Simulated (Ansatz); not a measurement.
# CH7NSi2: basis-set convergence

Aim: see how fast density functionals converge with the basis set for CH7NSi2.

The runs use Ansatz 0.2.0, Gaussian basis; one geometry, several basis sets.

The runs, in order: PBE0-D4/def2-SVP; ωB97M-V/def2-SVP; PBE0-D4/def2-QZVPP; ωB97M-V/def2-QZVPP; the functionals' def2-TZVPP values are taken from earlier runs.

**1. The relaxed structure**

The geometry comes from an earlier relaxation with PBE0-D4 in a triple-zeta def2 set; it is a stationary point, not always the lowest conformer.

11 atoms, charge 0, spin multiplicity 1.

Atoms are counted from 1 here; the program's logs count them from 0.

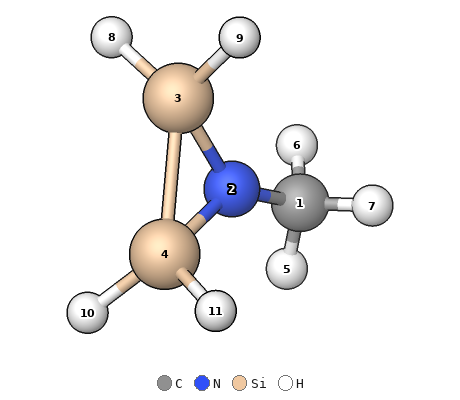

The structure; carbon grey, nitrogen blue, silicon light orange, hydrogen white; atoms are numbered from 1 in the order of the file.

**2. PBE0-D4 in def2-SVP**

Input file in.yaml:

```yaml
crystal:
  periodic: [false, false, false]
  atoms:
    - {symbol: C, position_ang: [-0.619621, 1.421902, -0.337025]}
    - {symbol: N, position_ang: [-0.076265, 0.122166, -0.035342]}
    - {symbol: Si, position_ang: [0.188907, -0.918671, 1.320792]}
    - {symbol: Si, position_ang: [0.738828, -1.186349, -0.820167]}
    - {symbol: H, position_ang: [-1.001845, 1.455972, -1.361161]}
    - {symbol: H, position_ang: [-1.449834, 1.662178, 0.333220]}
    - {symbol: H, position_ang: [0.132740, 2.212192, -0.234316]}
    - {symbol: H, position_ang: [-1.020159, -1.493836, 1.972559]}
    - {symbol: H, position_ang: [1.127225, -0.447554, 2.377622]}
    - {symbol: H, position_ang: [-0.047238, -1.967462, -1.814869]}
    - {symbol: H, position_ang: [2.092663, -0.917639, -1.380711]}
basis:
  gaussian: {orbitals: def2-SVP}
hamiltonian: {xc: pbe0, dispersion: d4}
output: {orbitals: {seedname: orbitals}}
```

On the command line:

```bash
ansatz run in.yaml --threads 2 --pin off --events-out ev --progress --plain --max-ram 4352MiB
```

The runs that follow: ωB97M-V in def2-SVP; PBE0-D4 in def2-QZVPP; ωB97M-V in def2-QZVPP.

Q: Predict the results of all the runs planned. Wanted: PBE0-D4: double and triple zeta above quadruple; ωB97M-V: double and triple zeta above quadruple.

The runs gave:

| quantity | value |
| --- | --- |
| PBE0-D4: double and triple zeta above quadruple | 9.27, 0.69 eV |
| ωB97M-V: double and triple zeta above quadruple | 9.39, 0.65 eV |

In words: For PBE0-D4 the step from double to triple zeta gains 8.58 eV and the next only 0.69 eV. These are total energies; as a rule much of such shifts cancels in differences, which this series doesn't test. The LUMO of ωB97M-V is positive and keeps falling with the basis (1.60 to 0.95 eV): an unbound level that the basis holds in place.
